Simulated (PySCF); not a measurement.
The calculation's input:

```
{"job": {"kind": "uv", "xc": "CAM-B3LYP", "basis": "def2-SVPD", "nstates": 8, "ntriplets": 3}, "charge": 0, "multiplicity": 1}
C     -0.553946     1.360558    -0.542304
C     -0.101226     0.214710    -0.059105
C     -1.006948    -0.992352     0.090045
F     -1.299136    -1.240794     1.372378
F     -2.175088    -0.812037    -0.537471
F     -0.467248    -2.104612    -0.414976
C      1.326783    -0.019688     0.348034
F      1.431332    -0.990527     1.272852
Cl     2.263698    -0.543902    -1.091319
Cl     2.070516     1.442943     1.026132
H     -1.578747     1.468506    -0.854126
H      0.091207     2.216508    -0.636168
```

Run with:

```sh
OMP_NUM_THREADS=1 python probes_run.py task.json out
```

Geometry: GFN2-xTB.

Theory: PySCF, CAM-B3LYP/def2-SVPD, SCF density, gas phase.

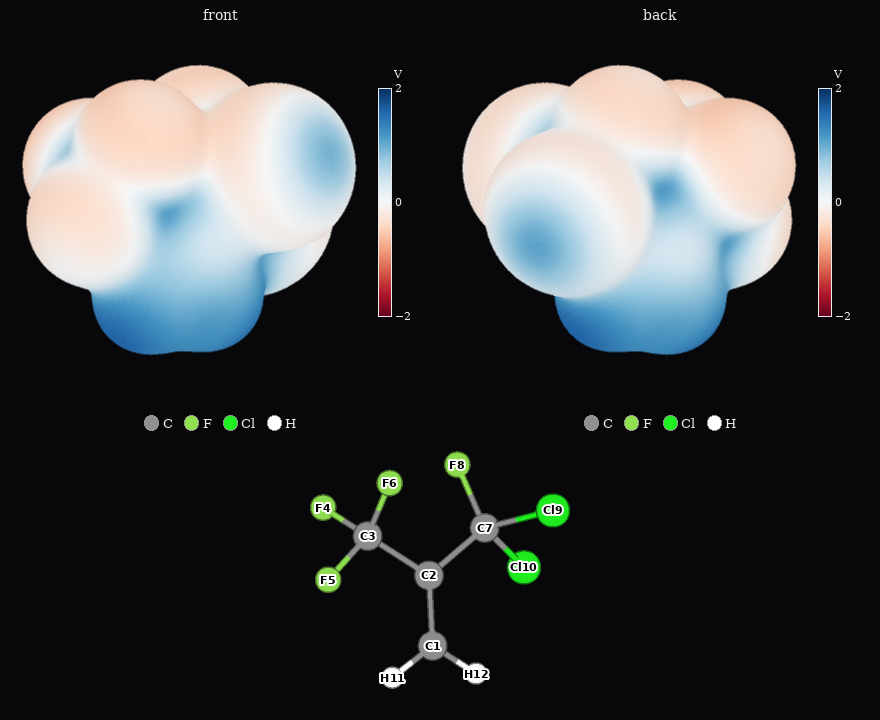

C4H2Cl2F4. The molecular electrostatic potential painted on the density surface at 0.002 e/bohr³, seen from the front and from behind; the colour scale runs from red (negative) to blue (positive). The bare structure is drawn below in the same view.

### Describe the electrostatic potential map.

The most negative region (about −0.5 V, or −12 kcal/mol for a unit charge) lies over F4 and F6, the most positive (about +1.6 V, or +37 kcal/mol for a unit charge) over H11 and H12. Cl9 shows a σ-hole: about +0.9 V, or +21 kcal/mol for a unit charge at the tip opposite its bond, against about −0.2 V on its flanks. Cl10 shows a σ-hole: about +1.0 V, or +23 kcal/mol for a unit charge at the tip opposite its bond, against about +0.3 V on its flanks.

### How polar is the molecule by this calculation?

Its dipole moment is 2.84 D.
